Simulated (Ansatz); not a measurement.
# FH$_{3}$O$_{3}$Si: what the fields show

The calculation's input:

```
crystal:
  periodic: [false, false, false]
  atoms:
    - { symbol: Si, position_ang: [0.0, 0.0, 0.0] }
    - { symbol: F, position_ang: [0.0, 0.0, 1.59] }
    - { symbol: O, position_ang: [1.5842, 0.0, -0.5594] }
    - { symbol: H, position_ang: [1.9006, -0.9521, -0.6761] }
    - { symbol: O, position_ang: [-0.7913, 1.3709, -0.5594] }
    - { symbol: H, position_ang: [-1.7491, 1.1401, -0.7818] }
    - { symbol: O, position_ang: [-0.7913, -1.3709, -0.5594] }
    - { symbol: H, position_ang: [-1.2459, -1.8365, 0.2129] }
basis:
  gaussian: { orbitals: def2-SVP }
hamiltonian:
  xc: b3lyp
relax:
  f_tol: 0.02
  max_steps: 40
output:
  orbitals: {}
```

Run with:

```sh
ansatz run input.yaml --threads 2 --pin off --max-ram 3072MiB --backend cpu --events-out ev --progress --plain --runs-dir out
```

The fields are those of the run's last geometry, not of the input's.

Theory: RKS B3LYP/def2-SVP (Ansatz).

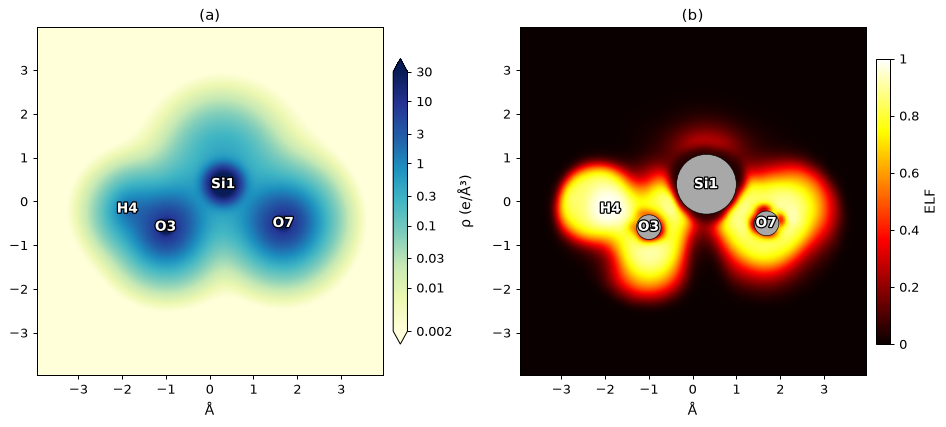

Figure 1. (a) electron density; (b) electron localisation function on the plane of atoms Si1, O3 and H4. Grey discs cover the atomic cores in the ELF map.

Read the bonding off the picture.

Answer.
- Atoms in the plane: Si, O and H.
- Si–O (1.64 Å): ρ at the midpoint is about 1.1 e/Å³; the ELF peaks at about 0.90 between the atoms (a shared but strongly polarised pair).
- O–H (0.96 Å): the density is about 3.6 e/Å³ at the midpoint; the ELF climbs to about 1 towards the hydrogen, as it does in any bond to H; an ordinary covalent bond to hydrogen.
- The ELF also peaks beside O3 and O7, away from the bonds: lone-pair regions.

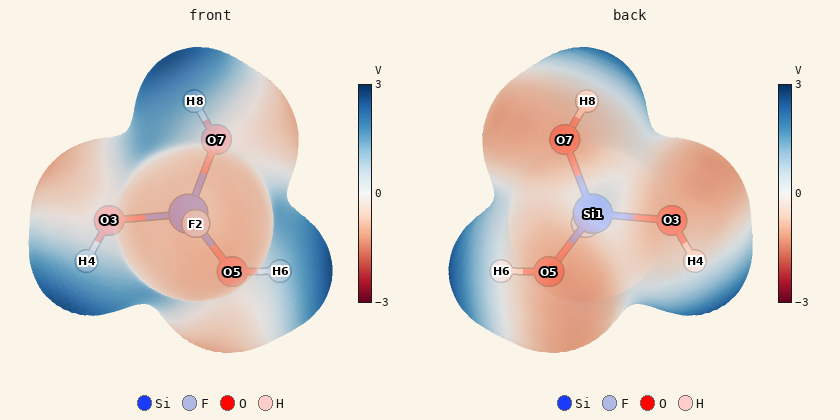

Figure 2. The electrostatic potential painted on the density surface at 0.002 e/bohr³, seen from the front and from behind; red is negative and blue positive.

Describe the electrostatic potential map.

Answer. The most negative region (about −1.3 V, or −30 kcal/mol for a unit charge) lies over O3, O5 and O7, the most positive (about +2.6 V, or +60 kcal/mol for a unit charge) over H4, H6 and H8.

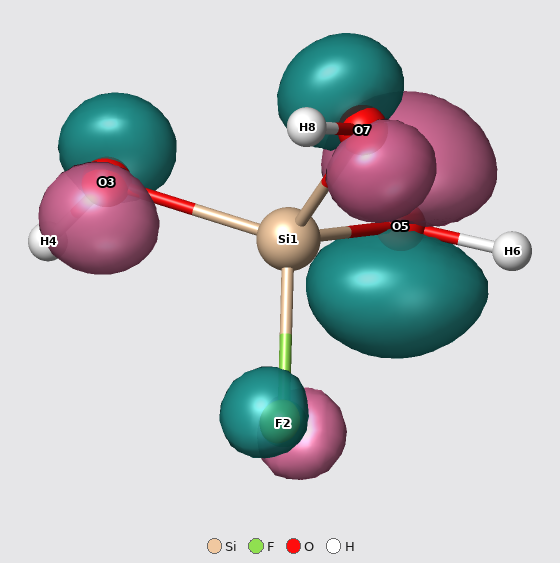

Figure 3. The HOMO at ±0.2 Å⁻³ᐟ² (teal and pink are the two phases), seen from one side.

What is the character of this orbital?

Answer. It lies mainly on O5 (about 35 %), O3 (about 25 %), O7 (about 15 %) and F2 (about 5 %); largely a combination of lone pairs on O5, O3, O7 and F2. Its energy is −9.03 eV.
